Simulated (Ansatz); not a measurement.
We consider chalcopyrite CdGeAs2, described by BLYP in Ansatz (PAW).

Settings: plane-wave cutoff 520 eV, 8×8×8 k mesh, Fermi–Dirac smearing 0.01 eV, scalar-relativistic PAW data made under PBE.

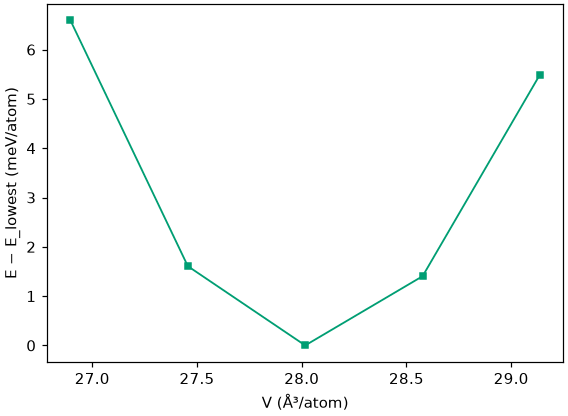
Total energy against volume

### Question
From the curve, estimate the equilibrium volume and the bulk modulus.

### Answer
V0 ≈ 28.0 Å³/atom and B0 ≈ 43 GPa; the fit gives V0 = 28.025 Å³/atom, B0 = 42.9 GPa, B′ = 4.7.

Shape and atoms are relaxed at each volume.

Measured, for comparison: bulk modulus 69.9 GPa (temperature not stated, no zero-point or thermal correction; as tabulated in Toher et al. (2017), arXiv:1611.05714). Computed (rounded) less measured: bulk modulus -39 %.

Note: the cell is over a tenth larger than the published one: the level's own overestimate first of all, though another phase or state, or a fault of the published cell, is possible; the bulk modulus comes from volumes at which shape and atoms were relaxed.

Computed values are for the static lattice.

It cost very roughly 40 core-minutes of CPU time.

Ansatz is a first-principles code.
